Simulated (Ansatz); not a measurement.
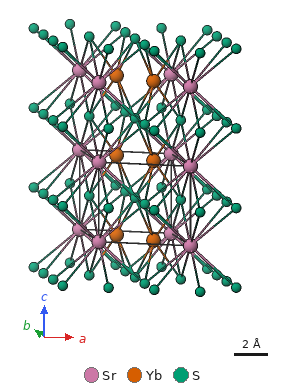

A crystal of SrYb₂S₃ (a generated structure, set up in P6/mmm), before the relaxation. The picture is a ball-and-stick view of the cell of the calculation, repeated 1 × 1 × 2 with one cell outlined, seen slightly off an axis.

Level of theory: DFT PBE, scalar-relativistic, plane waves, PAW in Ansatz 0.2.0.

Input file:
```yaml
crystal:
  lattice:
    - [6.03011014, 0.0, 0.0]
    - [-3.01505507, 5.22222857, 0.0]
    - [0.0, 0.0, 5.01525982]
  atoms:
    - { symbol: Sr, position: [0.0, 0.0, 0.0] }
    - { symbol: Yb, position: [0.33333333, 0.66666667, 0.0] }
    - { symbol: Yb, position: [0.66666667, 0.33333333, 0.0] }
    - { symbol: S, position: [0.5, 0.0, 0.5] }
    - { symbol: S, position: [0.0, 0.5, 0.5] }
    - { symbol: S, position: [0.5, 0.5, 0.5] }
basis:
  ecutwfc: 420
kpoints:
  mp_grid: { grid: [6, 6, 8] }
hamiltonian:
  xc: pbe
scf:
  occupations: { method: gaussian, width: 0.1 }
output:
  forces: true
  stress: true
  eigenvalues: true
relax:
  adjacent_minimum: "off"
  f_tol: 0.01
  max_steps: 80
  cell: { stress_tol: 0.05 }
```

Command:
```bash
ansatz run input.yaml --threads 1 --pin off --max-ram 2048MiB --backend cpu --events-out ev --progress --plain --runs-dir out
```

**What does the optimiser find from here?**

The atoms keep their places relative to the cell (all moves are under 0.005 Å). Cell: a = b 6.030 → 7.107 Å (+17.9 %), c 5.015 → 3.645 Å (−27.3 %). Volume +0.9 %. Near-neighbour distances that change, for instance: Sr1–Yb2 3.481 → 4.103 Å, Yb2–Yb3 3.481 → 4.103 Å, Yb2–S4 3.053 → 2.744 Å, Sr1–S4 3.922 → 3.993 Å. Among the angles between lasting bonds that change: Yb2–S6–Yb3 69.5° → 96.8°, S4–Yb2–S4 110.5° → 83.2°, Yb2–S6–Yb2 110.5° → 83.2°. The space group stays P6/mmm (No. 191). The energy falls by 1005 meV per atom in 11 accepted moves (13 points after the start). All forces vanish by symmetry, so only the cell relaxes. Pressure: −2.28 GPa at the start and 0.00 GPa at the end. The SCF was repeated twice at an unchanged geometry on a basis and grid sized afresh for the cell, which shifted the energy by 4.3 meV per atom at most.

History of the run:

| step | E − E(0), meV/atom | pressure, GPa | volume, Å³/atom | note |
| --- | --- | --- | --- | --- |
| 0 | 0.00 | -2.28 | 26.322 |  |
| 1 | -190.11 | -1.94 | 25.866 |  |
| 2 | -399.48 | -1.38 | 25.329 |  |
| 3 | -609.99 | -0.22 | 24.747 |  |
| 4 | -802.51 | 1.47 | 24.263 |  |
| 5 | -939.08 | 2.70 | 24.316 |  |
| 6 | -996.39 | 1.21 | 25.637 |  |
| 7 | -1000.05 | -0.25 | 26.491 |  |
| 8 | -1000.16 | 0.02 | 26.352 |  |
| 9 | -1000.16 | 0.00 | 26.359 |  |
| 10 | -1004.43 | 0.28 | 26.359 | same geometry, new basis |
| 11 | -1004.74 | 0.05 | 26.538 |  |
| 12 | -1004.75 | 0.00 | 26.571 |  |
| 13 | -1004.77 | 0.00 | 26.571 | same geometry, new basis |

The structure at the end:

```
Sr Yb S
1.0
     7.10656    0.00000    0.00000
    -3.55328    6.15446    0.00000
     0.00000    0.00000    3.64511
Sr Yb S
1 2 3
Direct
  0.00000 0.00000 0.00000
  0.33333 0.66667 0.00000
  0.66667 0.33333 0.00000
  0.50000 0.00000 0.50000
  0.00000 0.50000 0.50000
  0.50000 0.50000 0.50000
```

After the run, drawn alike:

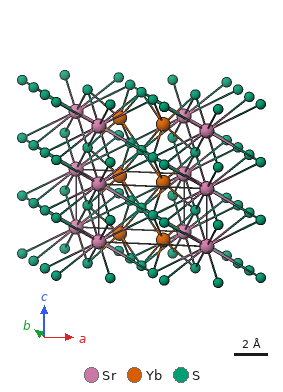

Limits of the set-up: 4f states are treated without a Hubbard U.
